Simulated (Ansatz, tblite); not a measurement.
# The cluster Cu2F+: a ladder of methods and basis sets, part 2 of 2

Aim: run the singlet of the cluster Cu2F+ at one geometry on many levels, and compare frontier levels, spin and run time.

Ansatz 0.2.0, Gaussian basis; as each input shows. Earlier steps stand in the parts before.

### 18 HF/STO-3G

The input, in.yaml:

```yaml
crystal:
  periodic: [false, false, false]
  atoms:
    - {symbol: Cu, position_ang: [0.538358, 1.483446, -0.999335]}
    - {symbol: Cu, position_ang: [-0.544867, -1.482075, 0.997754]}
    - {symbol: F, position_ang: [0.006498, -0.001372, 0.001571]}
basis:
  gaussian: {orbitals: STO-3G}
total_charge: 1
hamiltonian: {xc: hf}
scf: {omitted_lower_state_checks: [starts]}
output: {orbitals: {seedname: orbitals}}
```

On the command line:

```console
ansatz run in.yaml --threads 4 --pin off --events-out ev --progress --plain --max-ram 3916MiB
```

Log:

```text
Functional definition: HF
  name "HF"
  cite "Fock, Z. Phys. 61, 126 (1930) doi:10.1007/BF01340294"
  parent pbe
  exchange = exact_x
  correlation = 0
these checks for a lower state are left out or cut short: starts
380 factors; integrals over basis functions are off by at most 3.6e-4 eV
mean field evaluation 1: about -90827.0048 eV, gradient 6.7e1 eV
mean field evaluation 2: about -90827.4923 eV, gradient 6.6e1 eV
mean field evaluation 4: about -90845.7565 eV, gradient 7.9e0 eV
mean field evaluation 8: about -90846.2965 eV, gradient 5.0e-1 eV
mean field evaluation 16: about -90846.5441 eV, gradient 1.2e-1 eV
mean field evaluation 32: about -90846.7569 eV, gradient 4.3e-3 eV
mean field -90846.75686577 eV, -3338.5567366735 hartree, gradient 6.5e-6 eV, S^2 0.000000; 0 other end points of the search recorded, 0 dependent functions left out
reference -90846.75686577 eV, -3338.5567366735 hartree; 33, 33 occupied and 8, 8 virtual orbitals, 380 factors
Total energy: -90846.75686577 eV, -3338.5567366735 hartree
Checks for a lower state left out: starts
```

Run time: 0.45 s. Hardware: 4 threads of Arm Neoverse N1, shared host.

HOMO -12.54 eV, LUMO -2.26 eV.

### 19 HF/6-31G

in.yaml, as its differences from that of step 18:

```diff
@@ -7,3 +7,3 @@
 basis:
-  gaussian: {orbitals: STO-3G}
+  gaussian: {orbitals: 6-31G}
 total_charge: 1
```

Same command.

Log:

```text
Functional definition: HF
  name "HF"
  cite "Fock, Z. Phys. 61, 126 (1930) doi:10.1007/BF01340294"
  parent pbe
  exchange = exact_x
  correlation = 0
these checks for a lower state are left out or cut short: starts
650 factors; integrals over basis functions are off by at most 3.8e-4 eV
mean field evaluation 1: about -91864.0961 eV, gradient 1.3e2 eV
mean field evaluation 2: about -91864.2550 eV, gradient 1.3e2 eV
mean field evaluation 4: about -91879.2272 eV, gradient 4.7e0 eV
mean field evaluation 8: about -91879.4146 eV, gradient 1.1e0 eV
mean field evaluation 16: about -91879.4374 eV, gradient 1.0e-5 eV
mean field -91879.43741743 eV, -3376.5070469709 hartree, gradient 1.1e-5 eV, S^2 0.000000; 0 other end points of the search recorded, 0 dependent functions left out
reference -91879.43741743 eV, -3376.5070469709 hartree; 33, 33 occupied and 34, 34 virtual orbitals, 650 factors
Total energy: -91879.43741743 eV, -3376.5070469709 hartree
Checks for a lower state left out: starts
```

Run time: 0.5 s. Hardware: 4 threads of Arm Neoverse N1, shared host.

From the report: HOMO -14.70 eV, LUMO -3.67 eV.

### 20 B3LYP-D4/6-31G

in.yaml, as its differences from that of step 19:

```diff
@@ -9,3 +9,3 @@
 total_charge: 1
-hamiltonian: {xc: hf}
+hamiltonian: {xc: {name: B3LYP}, dispersion: d4}
 scf: {omitted_lower_state_checks: [starts]}
```

Launched as before.

Log, shortened:

```text
Functional definition: B3LYP
  name "B3LYP"
  cite "Stephens, Devlin, Chabalowski & Frisch, J. Phys. Chem. 98, 11623 (1994) doi:10.1021/j100096a001"
  cite "Becke, Phys. Rev. A 38, 3098 (1988) doi:10.1103/PhysRevA.38.3098"
  cite "Lee, Yang & Parr, Phys. Rev. B 37, 785 (1988) doi:10.1103/PhysRevB.37.785"
  cite "Vosko, Wilk & Nusair, Can. J. Phys. 58, 1200 (1980) doi:10.1139/p80-159"
[...]
650 factors; integrals over basis functions are off by at most 3.8e-4 eV
[...]
mean field -91975.65643643 eV, -3380.0430306997 hartree, gradient 2.6e-5 eV, S^2 0.000000; 0 other end points of the search recorded, 0 dependent functions left out
reference -91975.65665753 eV, -3380.0430388251 hartree; 33, 33 occupied and 34, 34 virtual orbitals, 650 factors
Total energy: -91975.73880675 eV, -3380.0460577530 hartree
Checks for a lower state left out: starts
```

Run time: 1.2 s. Hardware: 4 threads of Arm Neoverse N1, shared host.

Report: HOMO -10.37 eV, LUMO -7.74 eV.

### 21 CCSD(T)/def2-TZVPP

in.yaml, as its differences from that of step 20:

```diff
@@ -7,5 +7,5 @@
 basis:
-  gaussian: {orbitals: 6-31G}
+  gaussian: {orbitals: def2-TZVPP, initial_orbitals: start.molden}
 total_charge: 1
-hamiltonian: {xc: {name: B3LYP}, dispersion: d4}
+correlation: {method: ccsd_t, frozen_orbitals: {Cu: 9, F: 1}}
 scf: {omitted_lower_state_checks: [starts]}
```

Launched as before.

Log, shortened:

```text
Functional definition: HF
  name "HF"
  cite "Fock, Z. Phys. 61, 126 (1930) doi:10.1007/BF01340294"
  parent pbe
[...]
1119 factors; integrals over basis functions are off by at most 8.5e-4 eV
[...]
mean field -91898.31429364 eV, -3377.2007593767 hartree, gradient 6.1e-6 eV, S^2 0.000000; 0 other end points of the search recorded, 0 dependent functions left out
19 core orbitals not correlated: weight in the atoms' cores, before any rotation towards them, 1.000 or more for the frozen orbitals, at most 0.000 for the correlated occupied ones
reference -91898.31429364 eV, -3377.2007593767 hartree; 14, 14 occupied and 126, 126 virtual orbitals, 1119 factors
second order -32.86955240 eV of doubles, -0.00000000 eV of singles
cycle   1  -28.00674166 eV  change     4.9e0 eV  update   2.0e-1
[...]
cycle  15  -29.48458542 eV  change    1.6e-5 eV  update   7.4e-6
perturbative correction -1.01455613 eV, -0.0372842500 hartree
Total energy: -91928.81343519 eV, -3378.3215821554 hartree
Checks for a lower state left out: starts
```

Wall time 13 s (4 threads of Arm Neoverse N1, shared host); peak memory 0.82 GiB.

Hartree-Fock HOMO -17.34 eV, LUMO -4.03 eV; T1 0.024.

### 22 MP2/def2-TZVP

in.yaml, as its differences from that of step 21:

```diff
@@ -7,5 +7,5 @@
 basis:
-  gaussian: {orbitals: def2-TZVPP, initial_orbitals: start.molden}
+  gaussian: {orbitals: def2-TZVP, initial_orbitals: start.molden}
 total_charge: 1
-correlation: {method: ccsd_t, frozen_orbitals: {Cu: 9, F: 1}}
+correlation: {method: mp2, frozen_orbitals: {Cu: 9, F: 1}}
 scf: {omitted_lower_state_checks: [starts]}
```

Same command.

Log:

```text
Functional definition: HF
  name "HF"
  cite "Fock, Z. Phys. 61, 126 (1930) doi:10.1007/BF01340294"
  parent pbe
  exchange = exact_x
  correlation = 0
these checks for a lower state are left out or cut short: starts
1151 factors; integrals over basis functions are off by at most 8.0e-4 eV
mean field evaluation 1: about -91896.9572 eV, gradient 3.2e1 eV
mean field evaluation 2: about -91897.9737 eV, gradient 1.8e0 eV
mean field evaluation 4: about -91898.2545 eV, gradient 1.6e-1 eV
mean field evaluation 8: about -91898.2546 eV, gradient 2.4e-6 eV
mean field -91898.25462964 eV, -3377.1985667649 hartree, gradient 8.5e-6 eV, S^2 0.000000; 0 other end points of the search recorded, 0 dependent functions left out
19 core orbitals not correlated: weight in the atoms' cores, before any rotation towards them, 1.000 or more for the frozen orbitals, at most 0.000 for the correlated occupied ones
reference -91898.25462964 eV, -3377.1985667649 hartree; 14, 14 occupied and 88, 88 virtual orbitals, 1151 factors
second order -28.72770758 eV of doubles, -0.00000000 eV of singles
Total energy: -91926.98233721 eV, -3378.2542905460 hartree
Checks for a lower state left out: starts
```

Wall time 1.5 s (4 threads of Arm Neoverse N1, shared host).

Report: Hartree-Fock HOMO -17.33 eV, LUMO -3.95 eV.

### 23 RPA/def2-TZVP

in.yaml, as its differences from that of step 22:

```diff
@@ -9,4 +9,4 @@
 total_charge: 1
-correlation: {method: mp2, frozen_orbitals: {Cu: 9, F: 1}}
+hamiltonian: {xc: pbe}
+correlation: {method: rpa, frozen_orbitals: {Cu: 9, F: 1}}
 scf: {omitted_lower_state_checks: [starts]}
-output: {orbitals: {seedname: orbitals}}
```

The command is unchanged.

Log, shortened:

```text
Functional definition: PBE
  name "PBE"
  cite "Perdew, Burke & Ernzerhof, Phys. Rev. Lett. 77, 3865 (1996) doi:10.1103/PhysRevLett.77.3865"
  parent pbe
[...]
1151 factors; integrals over basis functions are off by at most 8.0e-4 eV
[...]
mean field -91977.44102699 eV, -3380.1086131933 hartree, gradient 1.7e-6 eV, S^2 0.000000; 0 other end points of the search recorded, 0 dependent functions left out
19 core orbitals not correlated: weight in the atoms' cores, before any rotation towards them, 1.000 or more for the frozen orbitals, at most 0.000 for the correlated occupied ones
reference -91895.96553299 eV, -3377.1144440149 hartree; 14, 14 occupied and 88, 88 virtual orbitals, 1151 factors
Total energy: -91932.24748058 eV, -3378.4477809957 hartree
Checks for a lower state left out: starts
```

Run time: 2.9 s. Hardware: 4 threads of Arm Neoverse N1, shared host.

### 24 Levels side by side

```tsv
level	functions	HOMO (eV)	LUMO (eV)	gap (eV)	time
HF/STO-3G	41	-12.54	-2.26	10.28	0.45 s
HF/6-31G	67	-14.70	-3.67	11.03	0.5 s
PBE-D4/def2-SVP	76	-9.88	-8.33	1.56	1.1 s
PBE-D4/def2-TZVP	121	-10.70	-8.91	1.79	1.3 s
revPBE-D4/def2-TZVP	121	-10.56	-8.76	1.81	1.4 s
r2SCAN-D4/def2-TZVP	121	-10.63	-8.41	2.22	3.2 s
B3LYP-D4/6-31G	67	-10.37	-7.74	2.63	1.2 s
B3LYP-D4/def2-TZVP	121	-12.22	-8.13	4.10	2.1 s
PBE0-D4/def2-SVP	76	-11.61	-7.06	4.55	1.2 s
PBE0-D4/def2-TZVP	121	-12.36	-7.55	4.80	3.6 s
BHLYP-D4/def2-TZVP	121	-14.26	-6.58	7.68	2.6 s
ωB97M-V/def2-TZVP	121	-14.98	-5.66	9.32	6.5 s
PBE+5HF/def2-TZVP	121	-11.01	-8.63	2.38	1.9 s
PBE+10HF/def2-TZVP	121	-11.33	-8.36	2.98	2 s
PBE+15HF/def2-TZVP	121	-11.67	-8.08	3.58	1.9 s
PBE+35HF/def2-TZVP	121	-13.08	-7.04	6.04	2.3 s
PBE+50HF/def2-TZVP	121	-14.22	-6.30	7.91	2.5 s
```

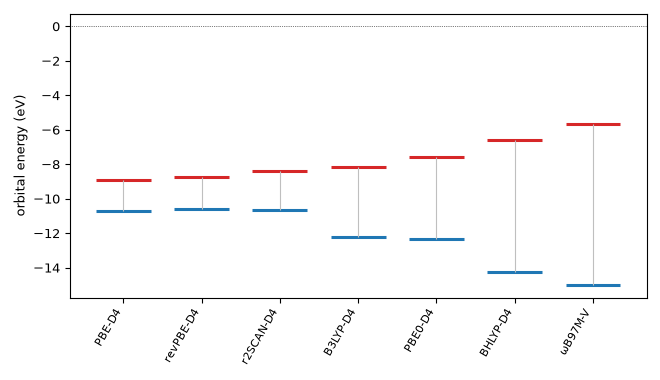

Highest filled (blue) and lowest empty (red) level in def2-TZVP.

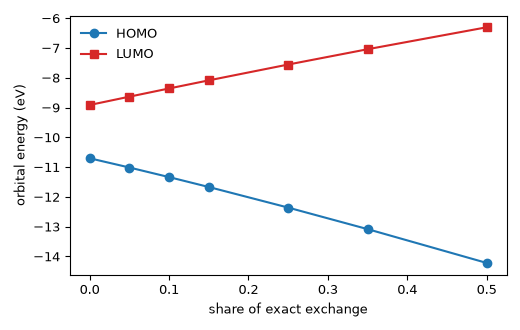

Frontier levels against the share of exact exchange, in def2-TZVP.

Energy pieces by basis (eV):

```tsv
basis	HF	MP2 correlation	CCSD correlation	(T)	total
def2-TZVPP	-91898.3143	-32.8696	-29.4846	-1.0146	-91928.8134
def2-TZVP	-91898.2546	-28.7277			-91926.9823 (MP2)
```

### 25 Results

What follows sums up all 2 parts.

```
                                                 quantity                                value
gap in def2-TZVP, named functionals, smallest and largest  1.79 eV (PBE-D4), 9.32 eV (ωB97M-V)
                     gap over the share of exact exchange         1.79 eV at 0, 7.91 eV at 0.5
                   correlation energy, CCSD(T)/def2-TZVPP                            -30.50 eV
                        correlation energy, MP2/def2-TZVP                            -28.73 eV
          PBE0 total energy, smallest basis above largest       16.36 eV (def2-SVP, def2-TZVP)
```

In words: Over the named functionals in def2-TZVP the gap runs from 1.79 eV (PBE-D4) to 9.32 eV (ωB97M-V); exact exchange widens it. Raising the share of exact exchange from 0 to 0.5 moves the HOMO by -3.52 eV and the LUMO by +2.61 eV.

The slowest run with a step of its own, CCSD(T)/def2-TZVPP, took 13 s; the quickest functional in def2-TZVP took 1.3 s (shared host).
